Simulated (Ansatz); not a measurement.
## Electronic structure of C$_{4}$H$_{3}$FS (SMILES Fc1ccsc1) in real space

The calculation's input:

```
crystal:
  periodic: [false, false, false]
  atoms:
    - {symbol: F, position_ang: [0.990819, 0.484913, 1.974272]}
    - {symbol: C, position_ang: [0.335929, 0.295018, 0.829570]}
    - {symbol: C, position_ang: [0.665363, -0.756746, -0.053454]}
    - {symbol: C, position_ang: [-0.143932, -0.740779, -1.149167]}
    - {symbol: S, position_ang: [-1.274134, 0.533534, -1.088265]}
    - {symbol: C, position_ang: [-0.691352, 1.084622, 0.416633]}
    - {symbol: H, position_ang: [1.455564, -1.471533, 0.127577]}
    - {symbol: H, position_ang: [-0.133638, -1.414619, -1.991682]}
    - {symbol: H, position_ang: [-1.116219, 1.939288, 0.917316]}
basis:
  gaussian: {orbitals: def2-TZVPP}
hamiltonian: {xc: pbe0, dispersion: d4}
output: {orbitals: {seedname: orbitals}}
```

Run with:

```sh
ansatz run in.yaml --threads 2 --pin off --events-out ev --progress --plain --max-ram 31744MiB --backend cpu
```

Geometry: PBE0-D4/def2-TZVP.

Level of theory: RKS PBE0-D4/def2-TZVPP (Ansatz).

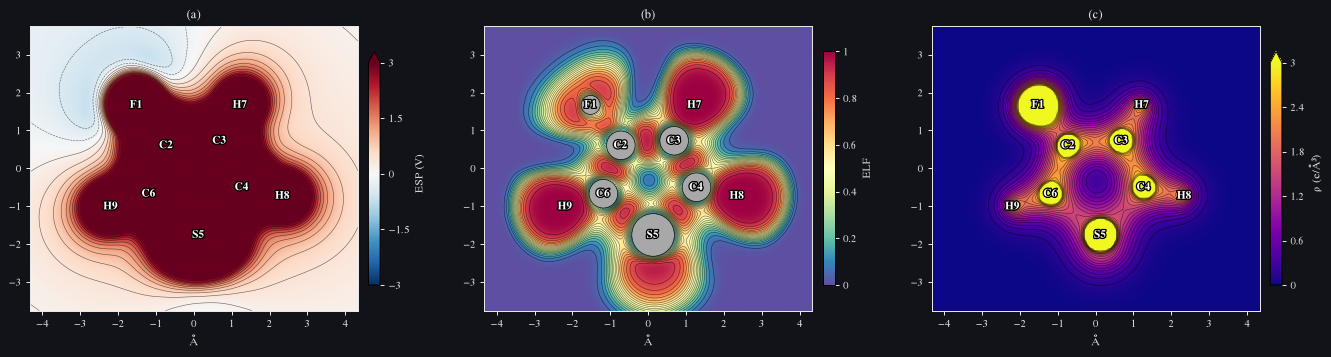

Figure 1. (a) electrostatic potential; (b) ELF; (c) total electron density on the molecular plane. Grey discs cover the atomic cores in the ELF map.

Question: Interpret the plot.

Answer:
- The section cuts through F, C, S and H sites.
- C–F (1.33 Å): the density is about 2.4 e/Å³ at the midpoint; the ELF peaks at about 0.85 between the atoms: a polar covalent bond.
- C–C (1.36 Å): ρ is about 2.3 e/Å³ halfway; the ELF peaks at about 0.95 between the atoms (a covalent bond).
- C–S (1.70 Å): the density is about 1.5 e/Å³ at the midpoint; the ELF peaks at about 0.90 between the atoms: a covalent bond.
- C–H (1.08 Å): ρ at the midpoint is about 2.1 e/Å³; the ELF climbs to about 1 towards the hydrogen, as it does in any bond to H; a covalent bond by its length.
- C–C (1.41 Å): ρ at the midpoint is about 2.1 e/Å³; the ELF peaks at about 0.95 between the atoms: a covalent bond.
- The ELF also peaks beside S5 and F1, away from the bonds: lone-pair regions.
- Outside the dense part of the molecule the potential is most negative (−0.7 V) near F1.

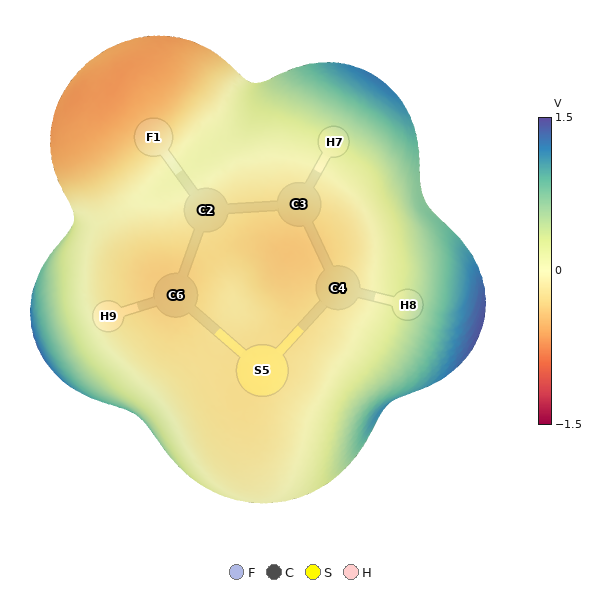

Figure 2. The electrostatic potential painted on the density surface at 0.002 e/bohr³, seen at a tilt; the colour scale runs from red (negative) to blue (positive).

Question: Describe the electrostatic potential map.

Answer: The most negative region (about −0.7 V, or −16 kcal/mol for a unit charge) lies over F1, the most positive (about +1.4 V, or +32 kcal/mol for a unit charge) over H8 and H9.

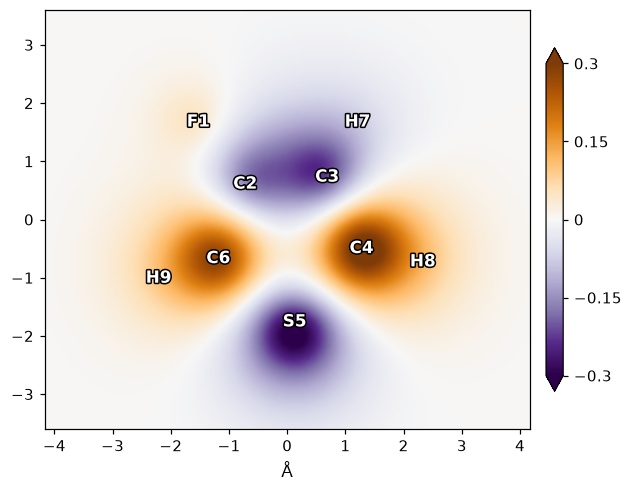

Figure 3. The LUMO on a plane 0.8 Å above the molecular plane (values in Å⁻³ᐟ²; the overall sign is arbitrary).

Question: What is the character of this orbital?

Answer: Its weight (Hirshfeld) is mainly on C4 (about 25 %), S5 (about 25 %), C6 (about 15 %), C3 (about 15 %) and C2 (about 10 %); it changes sign across the molecular plane (π type); π-bonding across C2–C3; π-antibonding (a node) across C2–C6, C3–C4, C4–S5 and S5–C6. Its energy is −0.58 eV.
